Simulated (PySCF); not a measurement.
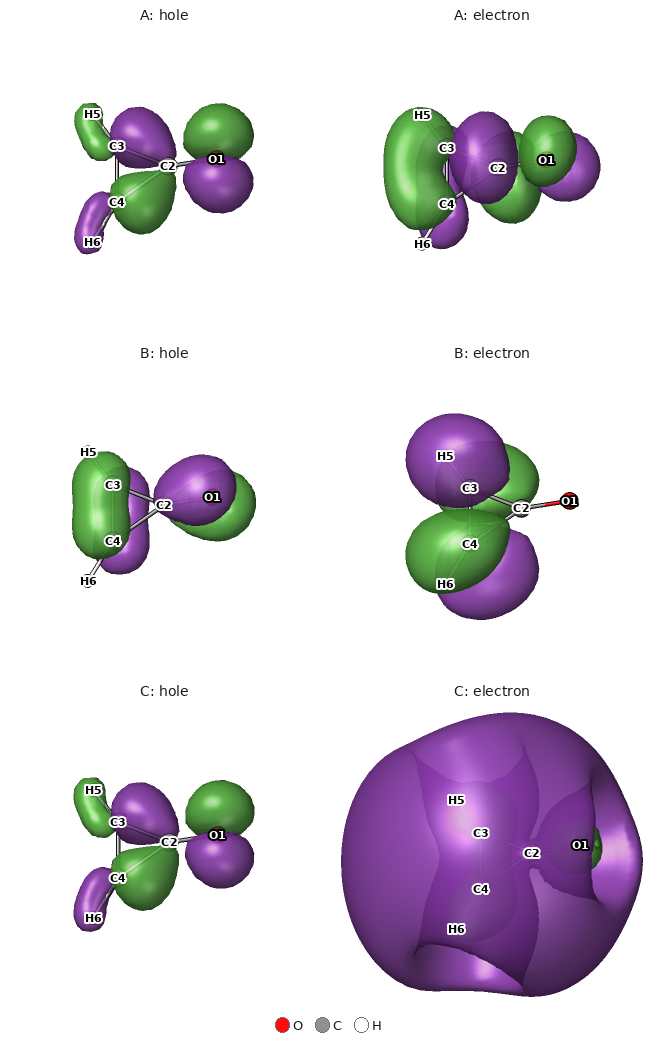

Figure. C$_{3}$H$_{2}$O, SMILES `O=C1C=C1`. Leading natural transition orbital pairs of 3 excited states (TDA singlet states).

Computed with PySCF, CAM-B3LYP/def2-SVPD, geometry: GFN2-xTB. No frequency check shows the geometry to be a minimum.

Geometry (Å), atoms numbered from 1:

```
O1      -1.5247   -0.0000    0.0000
C2      -0.3353    0.0001    0.0000
C3       0.9270   -0.6746    0.0000
C4       0.9271    0.6745    0.0000
H5       1.5425   -1.5468    0.0000
H6       1.5425    1.5468    0.0000
```

```
state  energy (eV)      f
   S₂         5.64  0.000
   S₃         6.82  0.001
   S₄         7.02  0.053
```

**Which pair belongs to which state?**

A is S₂ (σ or n → π*): hole on O1 (55 %) and C2 (14 %), electron on C2 (42 %) and O1 (28 %). B is S₄ (partly diffuse acceptor orbital): hole on O1 (49 %) and C3 and C4 (17 % each), electron on C3 and C4 (32 % each) and C2 (14 %). C is S₃ (σ or n → diffuse (Rydberg-like) orbital): hole on O1 (50 %) and C3 and C4 (15 % each), electron on C3 and C4 (23 % each) and C2 (17 %).
